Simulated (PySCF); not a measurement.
Input

```
{"job": {"kind": "nmr", "xc": "PBE0", "basis": "pcSseg-1"}, "charge": 0, "multiplicity": 1}
C      1.274394    -1.551680    -0.041895
C      0.893000    -0.105624     0.114591
C      1.970273     0.779295     0.689719
F      2.220737     1.875240    -0.110022
C     -0.288133     0.390603    -0.260103
C     -0.695412     1.819750    -0.069974
C     -1.347049    -0.470030    -0.932590
B     -2.255872    -1.109482     0.189433
F     -3.147018    -0.414755     0.868110
F     -2.155509    -2.364591     0.583310
H      0.415479    -2.203689     0.084006
H      1.703329    -1.728973    -1.029090
H      2.020465    -1.827099     0.700156
H      2.919656     0.241335     0.767154
H      1.694706     1.176948     1.675180
H     -0.105767     2.315835     0.694634
H     -0.563459     2.371331    -1.000793
H     -1.746212     1.869017     0.209605
H     -0.876403    -1.230726    -1.552397
H     -1.936353     0.177972    -1.582071
```

Launched as:

```sh
OMP_NUM_THREADS=1 python probes_run.py task.json out
```

Geometry: GFN2-xTB.

Computed with PBE0/pcSseg-1, SCF density, gas phase, non-relativistic (PySCF 2.14.0).

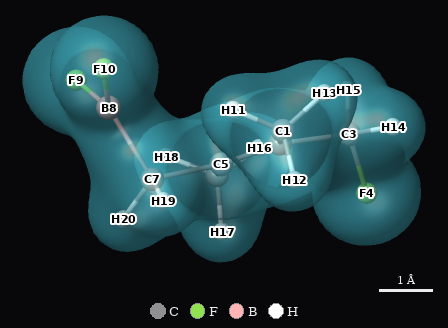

C6H10BF3 (SMILES C/C(CF)=C(/C)CB(F)F). Isosurface of the total electron density at 0.2 e/Å³ (cyan), seen from one side.

Q: How is the density connected at this value?

A: At this value the surface is in one piece. It bridges the sampled B–F (1.32 Å), C–C (1.33 Å), C–F (1.38 Å) and C–B (1.58 Å) contacts, where the density stays above the isovalue. On the grid the lowest density along these lines, outside the cores, is 1.6 e/Å³ (B–F, 1.32 Å), 2.3 e/Å³ (C–C, 1.33 Å), 1.6 e/Å³ (C–F, 1.38 Å) and 1.3 e/Å³ (C–B, 1.58 Å).
